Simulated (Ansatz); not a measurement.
Profile along the Ca–Ca line in Ca (fcc, Cu type)

Ca (fcc, Cu type)

```cif
data_Ca
_chemical_formula_sum 'Ca1'
_space_group_name_H-M_alt 'P 1'
_space_group_IT_number 1
_cell_length_a 3.90778
_cell_length_b 3.90778
_cell_length_c 3.90778
_cell_angle_alpha 60.000
_cell_angle_beta 60.000
_cell_angle_gamma 60.000
loop_
_space_group_symop_operation_xyz
  'x, y, z'
loop_
_atom_site_label
_atom_site_type_symbol
_atom_site_fract_x
_atom_site_fract_y
_atom_site_fract_z
_atom_site_occupancy
Ca1 Ca 0.00000 0.00000 0.00000 1
```

Fields along a shortest Ca–Ca line of a {110} plane (3.91 Å), from Ca to Ca, interpolated on the slice's grid (step about 0.2 Å). Method: PBE (plane waves to 420 eV, PAW, scalar-relativistic; Ansatz, a first-principles code). k mesh 15×15×15. Inside the PAW spheres the values are not all-electron values, and peaks at nuclei hang on which shells count as valence. Ca was relaxed with its symmetry unable to fall. The PAW data are Ansatz's earlier set.

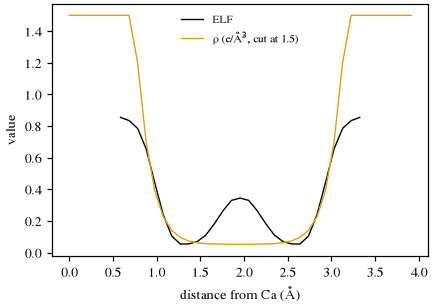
Figure: ELF (away from the nuclei) and valence density from Ca to Ca.

Density on the Ca–Ca line (3.91 Å) at its midpoint: 0.05 e/Å³. ELF at that point: 0.3.
